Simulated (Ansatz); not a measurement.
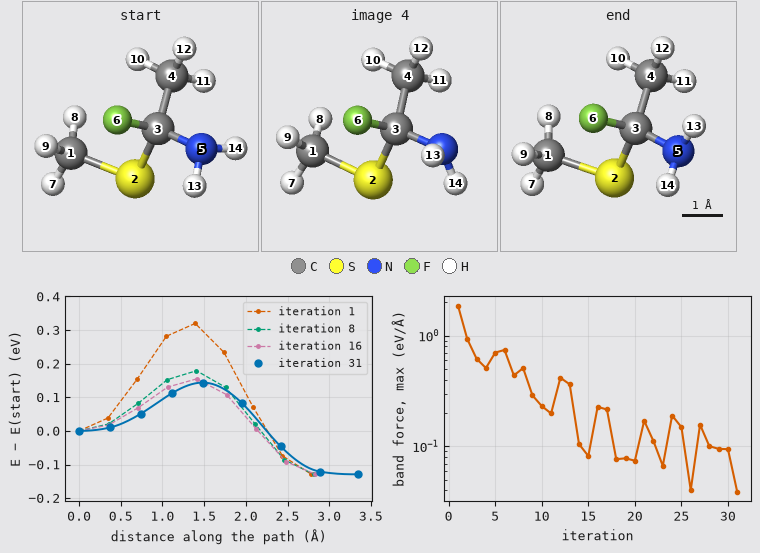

NEB run on C3H8FNS. Images are numbered from 0 (start) to 8 (end). The plot follows the band through its iterations. A ball-and-stick model, seen from a free direction.

All numbers below come from RHF/def2-SVP in Ansatz 0.2.0.

Input
```yaml
crystal:
  periodic: [false, false, false]
  atoms:
    - { symbol: C, position_ang: [-1.367995, -1.588329, -0.682275] }
    - { symbol: S, position_ang: [-1.444913, 0.109122, -0.055939] }
    - { symbol: C, position_ang: [0.314221, 0.649204, -0.128338] }
    - { symbol: C, position_ang: [1.197594, -0.046366, 0.886188] }
    - { symbol: "N", position_ang: [0.386639, 2.057994, 0.018811] }
    - { symbol: F, position_ang: [0.781118, 0.337028, -1.368139] }
    - { symbol: H, position_ang: [-2.398633, -1.919903, -0.796344] }
    - { symbol: H, position_ang: [-0.862434, -2.257178, 0.011697] }
    - { symbol: H, position_ang: [-0.876735, -1.611291, -1.65144] }
    - { symbol: H, position_ang: [1.190412, -1.12253, 0.726242] }
    - { symbol: H, position_ang: [0.853613, 0.156536, 1.899268] }
    - { symbol: H, position_ang: [2.217863, 0.318183, 0.766906] }
    - { symbol: H, position_ang: [-0.274265, 2.534916, -0.567031] }
    - { symbol: H, position_ang: [0.270515, 2.353414, 0.969092] }
basis:
  gaussian: { orbitals: def2-SVP }
hamiltonian:
  xc: hf
neb:
  order_check: false
  images: 7
  f_tol: 0.05
  max_iterations: 60
  initial_path: idpp
  max_displacement: 0.5
  optimiser: lbfgs
  final_atoms:
    - { symbol: C, position_ang: [-1.38175042, -1.59669433, -0.70046039] }
    - { symbol: S, position_ang: [-1.49950531, -0.02296183, 0.18593899] }
    - { symbol: C, position_ang: [0.19842094, 0.63189619, 0.00763482] }
    - { symbol: C, position_ang: [1.20772864, -0.03365587, 0.9202116] }
    - { symbol: "N", position_ang: [0.1135941, 2.01561651, 0.25790207] }
    - { symbol: F, position_ang: [0.61242559, 0.3836818, -1.28523568] }
    - { symbol: H, position_ang: [-2.38018973, -2.03096541, -0.67297232] }
    - { symbol: H, position_ang: [-0.69090323, -2.28558746, -0.21697973] }
    - { symbol: H, position_ang: [-1.08694862, -1.43700878, -1.73400326] }
    - { symbol: H, position_ang: [1.26421362, -1.10104606, 0.71689557] }
    - { symbol: H, position_ang: [0.92914023, 0.12017009, 1.95964454] }
    - { symbol: H, position_ang: [2.19623636, 0.39548715, 0.74164692] }
    - { symbol: H, position_ang: [1.01412744, 2.45826928, 0.22971902] }
    - { symbol: H, position_ang: [-0.50958961, 2.47359872, -0.38124415] }
```

Run as
```bash
ansatz run input.yaml --threads 2 --pin off --max-ram 3072MiB --backend cpu --events-out ev --progress --plain --runs-dir out
```

Did the band converge, and can the barrier be trusted?

Answer. The run is converged, with reservations. The band converged in 31 iterations. The largest component of the band force went from 1.9 to 0.039 eV/Å. The climbing image converged on the top of the path. Its curvatures weren't checked. The step length is far from the usual. The first iteration put the highest image at 0.320 eV. Forward barrier 0.144 eV, backward barrier 0.273 eV, with image 4 at the top; the reaction energy is −0.129 eV.

Limits of the set-up: Hartree-Fock leaves out electron correlation.

The run took 6.2 min on 2 threads of Arm Neoverse V2, with other jobs on the host, peak memory 0.31 GiB.
